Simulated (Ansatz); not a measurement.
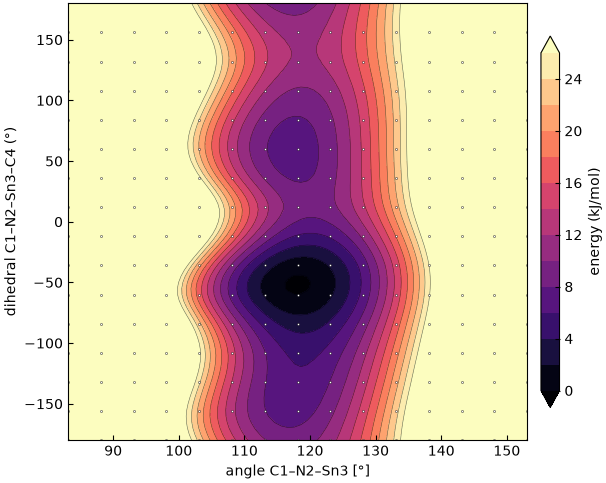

C₂H₇NOSn, SMILES C[NH][SnH2][CH]=O. First axis: angle C1–N2–Sn3. Second axis: dihedral C1–N2–Sn3–C4. Nothing is relaxed (all other coordinates rigid). The scan uses a 15 × 15 grid. Points are written as (first, second). Energies are in kJ/mol, from the lowest grid point. These are results of RKS PBE-D4/def2-SVP in Ansatz 0.2.0, not measurements.

The picture shows filled contours, dots at the grid points, one colour for all values above the top of the scale. Between grid points the surface is interpolated.

Question: Estimate the position of the minimum and the force constants in these coordinates.

Answer: The interpolated minimum is at angle C1–N2–Sn3 ≈ 118.1°, dihedral C1–N2–Sn3–C4 ≈ −52°. The curvatures there are about 4.7 eV/rad² and 0.3 eV/rad², with a cross term of about −0.08 eV/rad². Round the minimum the two coordinates are weakly coupled (coupling −0.06 in units of the two stiffnesses). (1 eV is 96.5 kJ/mol.)
